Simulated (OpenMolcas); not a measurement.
# C$_{6}$H$_{12}$ (charge −1): single-point calculation (part 1 of 3)

The run: single-point calculation of C$_{6}$H$_{12}$ (cis-3-hexene), charge −1, multiplicity 2. Method and program: OPBE/6-311++G**, UKS (OpenMolcas 26.06).

The geometry is that of the parent species in another charge or spin state. The geometry comes from this level: GFN2-xTB.

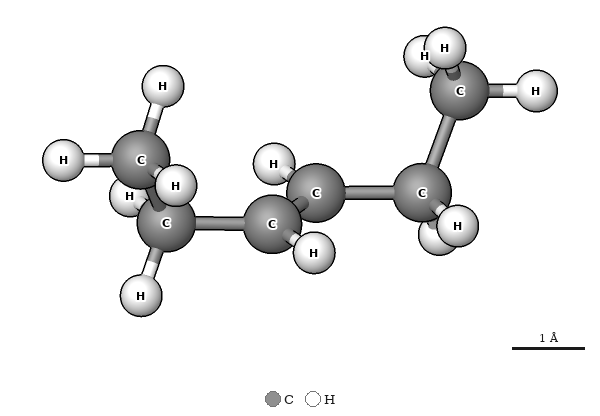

Fig. 1: The structure as given in the input (ball-and-stick view, seen at a tilt). Bond lengths as drawn: C–C 1.32 to 1.53 Å and C–H 1.08 to 1.09 Å.

## Input
```
&GATEWAY
  BASLIB=$CurrDir
  COORD=mol.xyz
  BASIS=6-311ppGss
  GROUP=NoSym
  RICD

&SEWARD

&SCF
  UHF
  CHARGE=-1
  SPIN=2
  KSDFT=OPBE
  PRORBITALS=1 1
```

## File mol.xyz
```
18

C     -1.135470    -2.523250    -0.366120
C      0.105730    -1.812640    -0.905970
C      0.524600    -0.700020     0.002300
C      0.566860     0.577120    -0.335880
C      0.957310     1.692800     0.581260
C     -0.199270     2.673740     0.773920
H     -1.419280    -3.346000    -1.018370
H     -0.944200    -2.921310     0.628140
H     -1.969570    -1.827950    -0.302320
H     -0.100550    -1.419190    -1.903240
H      0.921620    -2.536920    -0.988910
H      0.792770    -1.001370     1.007610
H      0.291760     0.879280    -1.339060
H      1.261010     1.288190     1.548770
H      1.810360     2.228760     0.154440
H     -0.512580     3.085620    -0.183010
H      0.099440     3.494760     1.421700
H     -1.050550     2.168380     1.224750
```

Machine: 1 thread of Intel Xeon (Sapphire Rapids), 16 GiB of memory available, shared host.

Run as:
```bash
export MOLCAS_MEM=1860
pymolcas job.inp > job.log
```

## Log
```
--- Start Module: gateway ---

                                              &GATEWAY

                       available to each process: 1.9 GB of memory, 1 thread

 Basis Set     1 Label: C.6-311PPGSS
 Basis set is read from library:.
 basistype.tbl is not found

 Basis Set     2 Label: H.6-311PPGSS
 Basis set is read from library:.
 basistype.tbl is not found

++    Symmetry information:
      ---------------------

                    Character Table for C1

                             E
                    a        1  x, y, xy, Rz, z, xz, Ry, yz, Rx, I
--

++    Basis set information:
      ----------------------

      Basis set label: C.6-311PPGSS.........

      Electronic valence basis set:
      ------------------
      Associated Effective Charge   6.000000 au
      Associated Actual Charge      6.000000 au
      Nuclear Model: Point charge

      Shell  nPrim  nBasis  Cartesian Spherical Contaminant
         s      12       5        X
         p       6       4        X
         d       1       1                 X

      Basis set label: H.6-311PPGSS.........

      Electronic valence basis set:
      ------------------
      Associated Effective Charge   1.000000 au
      Associated Actual Charge      1.000000 au
      Nuclear Model: Point charge

      Shell  nPrim  nBasis  Cartesian Spherical Contaminant
         s       6       4        X
         p       1       1        X
--

++    Molecular structure info:
      -------------------------

                    ************************************************
                    **** Cartesian Coordinates / bohr, angstrom ****
                    ************************************************

     Center  Label                x              y              z                     x              y              z
        1      C1              -2.145727      -4.768251      -0.691867             -1.135470      -2.523250      -0.366120
        2      C2               0.199801      -3.425393      -1.712035              0.105730      -1.812640      -0.905970
        3      C3               0.991350      -1.322846       0.004346              0.524600      -0.700020       0.002300
        4      C4               1.071210       1.090599      -0.634721              0.566860       0.577120      -0.335880
        5      C5               1.809054       3.198928       1.098422              0.957310       1.692800       0.581260
        6      C6              -0.376566       5.052636       1.462497             -0.199270       2.673740       0.773920
        7      H7              -2.682050      -6.323024      -1.924440             -1.419280      -3.346000      -1.018370
        8      H8              -1.784279      -5.520476       1.187013             -0.944200      -2.921310       0.628140
        9      H9              -3.721948      -3.454325      -0.571302             -1.969570      -1.827950      -0.302320
       10      H10             -0.190012      -2.681880      -3.596602             -0.100550      -1.419190      -1.903240
       11      H11              1.741609      -4.794084      -1.868769              0.921620      -2.536920      -0.988910
       12      H12              1.498118      -1.892315       1.904107              0.792770      -1.001370       1.007610
       13      H13              0.551346       1.661598      -2.530457              0.291760       0.879280      -1.339060
       14      H14              2.382964       2.434326       2.926751              1.261010       1.288190       1.548770
       15      H15              3.421085       4.211746       0.291849              1.810360       2.228760       0.154440
       16      H16             -0.968636       5.830977      -0.345839             -0.512580       3.085620      -0.183010
       17      H17              0.187914       6.604139       2.686624              0.099440       3.494760       1.421700
       18      H18             -1.985252       4.097644       2.314442             -1.050550       2.168380       1.224750

                    *************************************************
                    **** InterNuclear Distances / bohr, angstrom ****
                    *************************************************

     Atom centers         bohr        angstrom
   12 H12       3 C3      2.046976        1.083213
   13 H13       4 C4
    7 H7        1 C1      2.055285        1.087610
   17 H17       6 C6
    9 H9        1 C1      2.055580        1.087766
   18 H18       6 C6      2.055649        1.087802
   16 H16       6 C6      2.055830        1.087899
    8 H8        1 C1      2.055887        1.087929
   10 H10       2 C2      2.063094        1.091743
   14 H14       5 C5      2.063195        1.091796
   11 H11       2 C2      2.067608        1.094131
   15 H15       5 C5
    4 C4        3 C3      2.497899        1.321831
    3 C3        2 C2      2.827228        1.496105
    5 C5        4 C4
    2 C2        1 C1      2.888860        1.528719
    6 C6        5 C5      2.888895        1.528738
   18 H18      16 H16     3.333923        1.764236
    9 H9        8 H8      3.333948        1.764249
    8 H8        7 H7      3.336348        1.765519
   17 H17      16 H16
    9 H9        7 H7      3.337934        1.766359
   18 H18      17 H17     3.338216        1.766508
   11 H11      10 H10     3.343348        1.769223
   15 H15      14 H14     3.343594        1.769354
   12 H12       4 C4      3.940263        2.085097
   13 H13       3 C3
   11 H11       3 C3      4.015089        2.124694
   15 H15       4 C4      4.015221        2.124764
   10 H10       3 C3      4.026093        2.130517
   14 H14       4 C4      4.026212        2.130580
   11 H11       1 C1      4.061669        2.149343
   15 H15       6 C6      4.061977        2.149506
   14 H14       6 C6      4.076100        2.156979
   10 H10       1 C1      4.076182        2.157022
    9 H9        2 C2      4.084388        2.161365
   18 H18       5 C5      4.084501        2.161425
   16 H16       5 C5      4.090126        2.164401
    8 H8        2 C2      4.090284        2.164485
   17 H17       5 C5      4.092180        2.165488
    7 H7        2 C2      4.092242        2.165521
   12 H12       2 C2      4.136719        2.189057
   13 H13       5 C5      4.136904        2.189155
   14 H14      12 H12     4.533054        2.398789
   13 H13      10 H10     4.533441        2.398994
   11 H11       7 H7      4.680761        2.476952
   17 H17      15 H15     4.681013        2.477085
    6 C6        4 C4      4.710851        2.492875
    3 C3        1 C1      4.711347        2.493137
   18 H18      14 H14     4.714112        2.494601
   10 H10       9 H9      4.714200        2.494647
   17 H17      14 H14     4.718394        2.496867
   10 H10       7 H7      4.718507        2.496926
   11 H11       8 H8      4.722006        2.498778
   16 H16      15 H15     4.722097        2.498826
    5 C5        3 C3      4.723567        2.499604
    4 C4        2 C2      4.723785        2.499719
   15 H15      13 H13     4.764878        2.521465
   12 H12      11 H11     4.765936        2.522025
   12 H12       8 H8      4.944887        2.616722
   16 H16      13 H13     4.946374        2.617508
   14 H14       3 C3      4.959171        2.624281
   10 H10       4 C4      4.959337        2.624368
   12 H12       5 C5      5.163968        2.732654
   13 H13       2 C2      5.164386        2.732875
   16 H16       4 C4      5.168714        2.735166
    8 H8        3 C3      5.169421        2.735540
   18 H18       4 C4      5.204022        2.753850
    9 H9        3 C3      5.204782        2.754252
   12 H12       1 C1      5.318618        2.814491
   13 H13       6 C6      5.320135        2.815294
--

            Nuclear Potential Energy            229.21474027 au

--- Stop Module: gateway /rc=_RC_ALL_IS_WELL_ ---

--- Start Module: seward ---

                                              &SEWARD

                       available to each process: 1.9 GB of memory, 1 thread

               SEWARD will generate:
                  Multipole Moment integrals up to order  2
                  Kinetic Energy integrals
                  Nuclear Attraction integrals (point charge)
                  One-Electron Hamiltonian integrals
                  Velocity integrals
                  Orbital angular momentum around (  0.2025  -0.0228  -0.0619 )
                  Velocity quadrupole around (  0.2025  -0.0228  -0.0619 )
                  RI decomposed two-electron repulsion integrals stored Cholesky style
                   - acCD auxiliary basis
                   - CD Threshold:   1.00E-04

                   Integrals are discarded if absolute value <: 1.00E-14
                   Integral cutoff threshold is set to       <: 1.00E-16

            Nuclear Potential Energy            229.21474027 au

      Basis set specifications :
      Symmetry species         a
      Basis functions          216

--- Stop Module: seward /rc=_RC_ALL_IS_WELL_ ---
--- Module seward spent 5 seconds ---

--- Start Module: scf ---

                                                &SCF

                       available to each process: 1.9 GB of memory, 1 thread

++    Input section:
      --------------

      Header of the integral files:

      Cartesian coordinates in angstrom:
      -----------------------------------------------------
      No.  Label        X            Y            Z
      -----------------------------------------------------
       1   C1        -1.13547000  -2.52325000  -0.36612000
       2   C2         0.10573000  -1.81264000  -0.90597000
       3   C3         0.52460000  -0.70002000   0.00230000
       4   C4         0.56686000   0.57712000  -0.33588000
       5   C5         0.95731000   1.69280000   0.58126000
       6   C6        -0.19927000   2.67374000   0.77392000
       7   H7        -1.41928000  -3.34600000  -1.01837000
       8   H8        -0.94420000  -2.92131000   0.62814000
       9   H9        -1.96957000  -1.82795000  -0.30232000
      10   H10       -0.10055000  -1.41919000  -1.90324000
      11   H11        0.92162000  -2.53692000  -0.98891000
      12   H12        0.79277000  -1.00137000   1.00761000
      13   H13        0.29176000   0.87928000  -1.33906000
      14   H14        1.26101000   1.28819000   1.54877000
      15   H15        1.81036000   2.22876000   0.15444000
      16   H16       -0.51258000   3.08562000  -0.18301000
      17   H17        0.09944000   3.49476000   1.42170000
      18   H18       -1.05055000   2.16838000   1.22475000
      -----------------------------------------------------
      Nuclear repulsion energy =  229.21474027
--

++    Orbital specifications:
      -----------------------

      Symmetry species               1
                                     a
      Frozen orbitals                0
      Start temperature = 0.500
      End temperature   = 0.010
      Temperature Factor= 0.460
      Deleted orbitals               0
      Total number of orbitals     216
      Number of basis functions    216
--

      Molecular charge                          -1.000

      Numerical integration parameters
      --------------------------------
      Radial quadrature type:                         MHL
      Size of radial grid:                            75
      Lebedev angular grid:                           29
      Angular grid pruned with the crowding factor:  3.00E+00
                                 and fading factor:  6.00E+00
      Screening threshold for integral computation:   1.00E-11
      Radial quadrature accuracy:                     1.00E-25
      Maximum batch size:                             128
      AO values are stored on disk
      The same grid will be used for all iterations.

      DFT functional specifications
      -----------------------------
      Using Libxc version: 6.2.2
      Please cite the following reference:
      S. Lehtola, C. Steigemann, M. J.T. Oliveira, and M. A.L. Marques.,  SoftwareX 7, 1–5 (2018) doi:10.1016/j.softx.2017.11.002

      * Handy & Cohen OPTX 01
        - N. C. Handy and A. J. Cohen.,  Mol. Phys. 99, 403 (2001) doi:10.1080/00268970010018431
      * Perdew, Burke & Ernzerhof
        - J. P. Perdew, K. Burke, and M. Ernzerhof.,  Phys. Rev. Lett. 77, 3865 (1996) doi:10.1103/PhysRevLett.77.3865
        - J. P. Perdew, K. Burke, and M. Ernzerhof.,  Phys. Rev. Lett. 78, 1396 (1997) doi:10.1103/PhysRevLett.78.1396

++    Optimization specifications:
      ----------------------------
```
